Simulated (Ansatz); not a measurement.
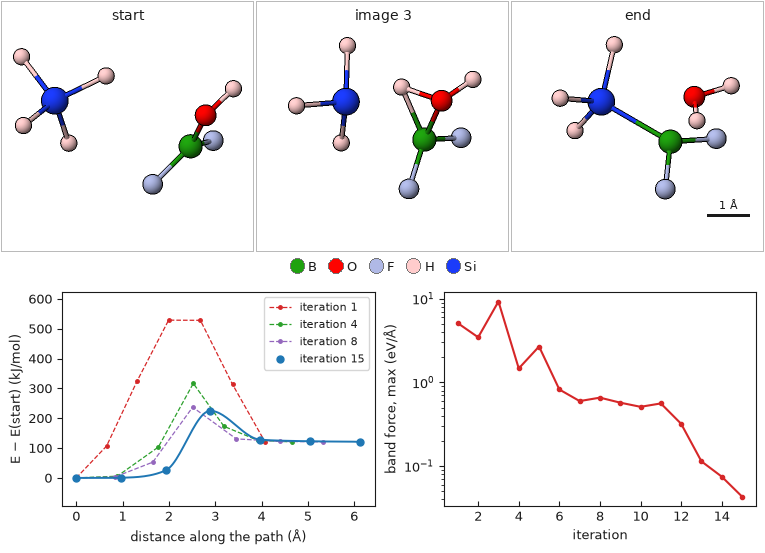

NEB run on BSiH$_{5}$OF$_{2}$, made up of BHOF2 and SiH4. Images are numbered from 0 (start) to 6 (end). The plot follows the band through its iterations. Style: ball-and-stick. Shown at a tilt.

These are results of RKS PBE0-D4/def2-SVP (Ansatz 0.2.0), not measurements. Settings: 5 movable images; climbing image.

Question: Did the band converge, and can the barrier be trusted?

Answer: The run is converged, with reservations. The band converged in 15 iterations. The largest component of the band force went from 5.1 to 0.043 eV/Å. The climbing image converged on the top of the path. Its curvatures weren't checked. The largest force component is 0.19 eV/Å at the start and 0.26 eV/Å at the end; an end with forces this large is no minimum, and the barrier measured from it can be far off. The first iteration put the highest image at 528.7 kJ/mol. The highest point, image 3, lies 224.9 kJ/mol above the start and 104.1 kJ/mol above the end; the end is at +120.8 kJ/mol relative to the start.

Limits of the set-up: the start holds two separate molecules, 2.8 Å apart at their closest, whose relative position is a soft coordinate.

The run took 74 s on 4 threads of Intel Xeon 6975P-C, with other jobs on the host.
